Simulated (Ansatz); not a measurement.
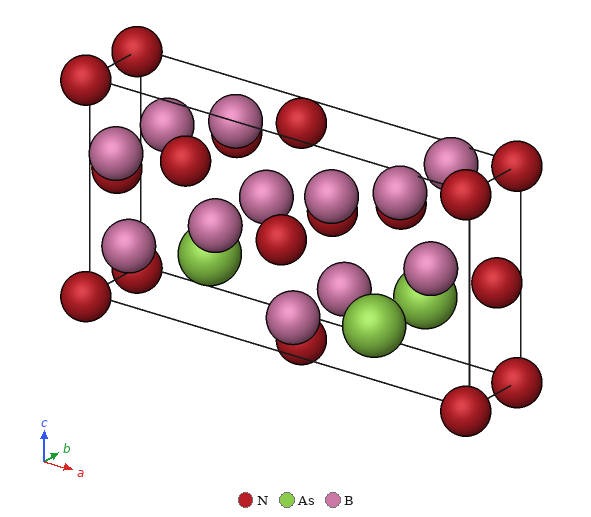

Spheres-only drawing of the structure, looking slightly off an axis. One conventional unit cell is framed, with atoms on its boundary repeated.

B$_{4}$AsN$_{3}$, space group Cm (No. 8), a = 9.222 Å, b = 2.775 Å, c = 4.880 Å, α = 90.00°, β = 100.36°, γ = 90.00°. It goes back to a structure type filled with these elements by a generator (whether the compound takes this form wasn't checked). Earlier steps of the study, as a rule a relaxation of our own, may have changed the cell and positions, so they can lie some per cent off the listed ones. Ansatz was used for an electronic-structure calculation on it.

This one geometry was computed with Ansatz (DFT, plane waves, PAW) at four levels of theory: PBE, r2SCAN, HSE06 and PBE with spin-orbit coupling. It was relaxed beforehand with r2SCAN.

Q: Which level gives the highest pressure at this volume, and what does that say about its equilibrium volume?

A: Highest: PBE (3.2 GPa) and PBE with spin-orbit coupling (3.2 GPa), which points to the largest equilibrium volume. Lowest, with the smallest volume: HSE06 (-3.4 GPa). Levels within 0.5 GPa of each other can't be told apart.

Q: How does the band gap change with the level of theory?

A: PBE: a gap of 0.06 eV, indirect; PBE with spin-orbit coupling: a gap of 0.06 eV, indirect; r2SCAN: a gap of 0.31 eV, indirect; HSE06: a gap of 0.87 eV, indirect.

Q: Collect the results in a table.

A:
| level | cutoff (eV) | k-mesh of the run's cell | gap (eV) | pressure (GPa) |
| --- | --- | --- | --- | --- |
| PBE | 420 | 10×10×6 | 0.06 | 3.2 |
| r2SCAN | 500 | 10×10×6 | 0.31 | 0.0 |
| HSE06 | 420 | 6×6×4 | 0.87 | -3.4 |
| PBE with spin-orbit coupling | 420 | 10×10×6 | 0.06 | 3.2 |

Gaps are taken on the k-mesh or band path of each run.
